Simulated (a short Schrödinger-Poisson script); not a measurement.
Stack: symmetric double-gate stack, Si3N4 on p-type Si(100), at 400 K.

| layer | material | thickness (nm) | Na (cm⁻³) |
|---|---|---|---|
| 1 | Si3N4 | 3 | - |
| 2 | Si | 20 | 2e15 |
| 3 | Si3N4 | 3 | - |

Constants are typed, rounded textbook-type inputs, not results; the design itself was drawn at random and stands for no fabricated device. Si3N4: permittivity 7.5, conduction-band edge (eV) 1.95, gap (eV) 5.1, electron mass (mₑ) 0.5. Si: permittivity 11.7, conduction-band edge (eV) 0, gap (eV) 1.124, Nv at 300 K (cm⁻³) 3.1e19.

Channel valleys (confinement mass, in-plane density-of-states mass, number): Δ2 0.916, 0.19, 2; Δ4 0.19, 0.417, 4. At the gates, both at one voltage, the conduction-band edge of layer 1 lies 2.45 eV − eVg above the Fermi level of the channel. Gaps are held at their typed values at every temperature. Mesh 0.03 nm at interfaces.

Solved with a short Schrödinger-Poisson script written for these runs: 1D Poisson equation in equilibrium, electrons quantum, Hartree (BenDaniel-Duke, 12 states a valley, the channel's in-plane mass for all, wave functions ending at the dielectric), parabolic valleys, classical holes, full ionisation, no traps, pinning or gate leakage.

Only gate voltages with over 1e8 electrons/cm² are shown.

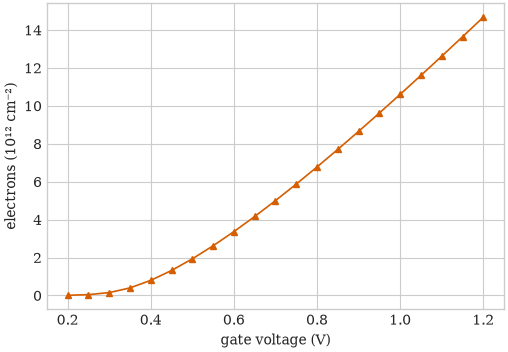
Figure: Sheet density against gate voltage

```csv
Vg (V),electrons (cm⁻²),C (μF/cm²),Δ2 E0 (meV),Δ2 E1 (meV),Δ4 E0 (meV),Δ4 E1 (meV)
0.2,1.12e10,0.0516,302.1,305.1,306.1,320.8
0.25,4.46e10,0.193,254.6,257.4,258.6,273.1
0.3,1.53e11,0.550,212.5,214.6,216.6,230.3
0.35,4.01e11,1.05,179.5,180.3,184.5,196.7
0.4,8.00e11,1.50,154.0,154.1,162.2,172.3
0.45,1.32e12,1.83,133.2,133.3,146.6,154.5
0.5,1.94e12,2.10,115.9,115.9,135.1,141.0
0.55,2.62e12,2.31,101.1,101.1,126.0,130.4
0.6,3.37e12,2.48,88.2,88.2,118.5,121.8
0.65,4.17e12,2.62,76.9,76.9,112.2,114.7
0.7,5.00e12,2.74,66.9,66.9,106.8,108.7
0.75,5.88e12,2.85,58.0,58.0,102.1,103.6
0.8,6.78e12,2.93,49.9,49.9,98.0,99.2
0.85,7.71e12,3.01,42.4,42.4,94.3,95.3
0.9,8.66e12,3.07,35.6,35.6,91.1,91.9
0.95,9.62e12,3.13,29.3,29.3,88.1,88.9
1,1.06e13,3.18,23.5,23.5,85.5,86.1
1.05,1.16e13,3.22,17.9,17.9,83.1,83.6
1.1,1.26e13,3.26,12.7,12.7,80.9,81.3
1.15,1.36e13,3.30,7.8,7.8,78.8,79.2
1.2,1.47e13,3.33,3.1,3.1,76.9,77.2
```

Subbands count from the Fermi level. The capacitance is that of both gates.
